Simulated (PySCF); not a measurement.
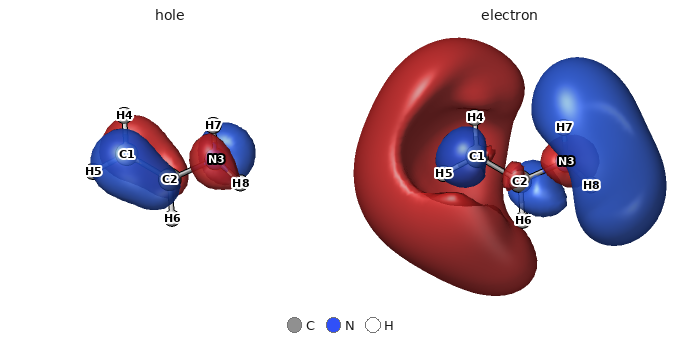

*C$_{2}$H$_{5}$N, SMILES `C=CN`. Leading natural transition orbital pair of S₃ (TDA singlet states); the surfaces enclose about 70 % of each orbital's density.*

Method: BHandHLYP/def2-SVPD; geometry: GFN2-xTB; program: PySCF. No frequency check shows the geometry to be a minimum.

Input

```python
import numpy as np
from pyscf import gto, scf, dft, tdscf
from pyscf.scf import atom_ks, atom_hf
from scipy.linalg import block_diag

def solve(mol, dm0=None, hcore=None):
    mf = (dft.UKS if mol.spin else dft.RKS)(mol, xc='bhandhlyp')
    mf.grids.level = 3
    mf = mf.density_fit(auxbasis='def2-universal-jkfit')
    mf.conv_tol, mf.max_cycle = 1e-8, 80
    if hcore is not None:
        mf.get_hcore = lambda *args: hcore
    mf.kernel(dm0)
    if not mf.converged:
        mf = mf.newton().run(mf.mo_coeff, mf.mo_occ, max_cycle=30)
    assert mf.converged, 'SCF not converged'
    return mf

mol = gto.M(atom='''
C      1.23270    -0.19621     0.01481
C      0.06848     0.43952     0.00219
N     -1.16889    -0.17240    -0.08227
H      1.28808    -1.27164     0.02603
H      2.16260     0.33920    -0.00306
H      0.02299     1.52033    -0.01577
H     -1.16218    -1.16121     0.12081
H     -1.93639     0.32023     0.34588
''', basis='def2-svpd', charge=0, spin=0, verbose=4)
mf = solve(mol)
td = mf.TDA()
td.nstates, td.singlet, td.conv_tol = 6, True, 1e-5
td.kernel()
td.analyze()
x, y = np.array([p[0] for p in td.xy]), np.array([p[1] + 0 * p[0] for p in td.xy])
f, mu = td.oscillator_strength(), td.transition_dipole()
nto = [td.get_nto(state=i + 1, verbose=4) for i in range(len(td.e))]
# spherically averaged free atoms, for the promolecule
atm = atom_ks.get_atm_nrks(mol, xc='bhandhlyp')
pro = block_diag(*[(atm[a[0]][2] * atm[a[0]][3]) @ atm[a[0]][2].T for a in mol._atom])
np.savez('result.npz', e=td.e, f=f, ok=td.converged, w=[n[0] for n in nto], nto=[n[1] for n in nto], x=x, y=y, c=mf.mo_coeff, occ=mf.mo_occ, eps=mf.mo_energy, pro=pro, mu=mu)
```

Launched as:

```sh
OMP_NUM_THREADS=1 python input.py
```

The run took 51 s on 1 thread of Intel(R) Xeon(R) 6975P-C (Granite Rapids), on a shared host, peak memory 0.53 GiB.

> Give its energy and the atoms that hole and electron lie on.

6.87 eV (181 nm), f = 0.071, diffuse (Rydberg-like) orbital; the leading pair carries 98 %; hole on C1 (38 %), N3 (27 %) and C2 (20 %), electron on H5 (26 %), C1 (16 %) and H4, H7 and H8 (12 % each) (atom shares of so diffuse an orbital are rough); their centroids lie 0.7 Å apart. In canonical orbitals it is mainly HOMO → LUMO+3 (63 %). The HOMO–LUMO gap is 8.47 eV.
